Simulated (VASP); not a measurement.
Band structure of PbSe (rock salt). Calculation: RPBE GGA, VASP's PBE PAW potentials (set 64) (plane waves; VASP).

Unless said otherwise, spin-orbit coupling is left out, though it shifts the bands of the heavy elements here.

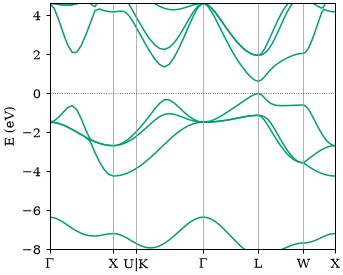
*Bands along high-symmetry lines, zero at the valence-band maximum or, without a gap, the Fermi level*

Read the plot: is there a gap, and where are the band edges?

The gap is direct, 0.63 eV, from the valence maximum at L to the conduction minimum at L. (Edges off the drawn lines would not show.)

The compound is PbSe in the rock salt structure. It was relaxed first, which changed the volume by +9 %.
